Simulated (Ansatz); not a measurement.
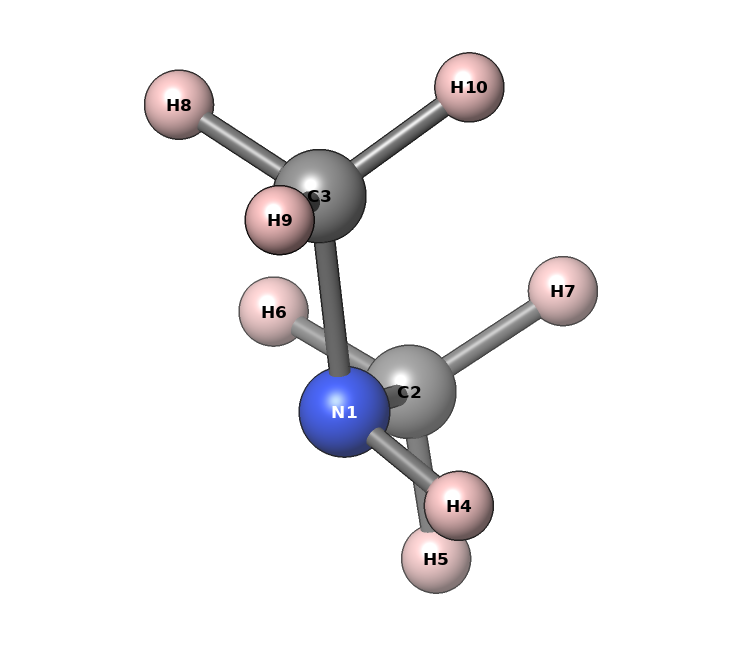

C2 lies behind N1. The molecule seen a little off the N1–C2 bond, N1 in front. Atoms fade into the background with distance from the viewer. Computed geometry: PBE0-D4/def2-TZVP optimisation.

**What is the torsion angle C3–N1–C2–H5? The sign is positive where the front bond must turn clockwise to cover the back bond.**

177°, antiperiplanar (anti).
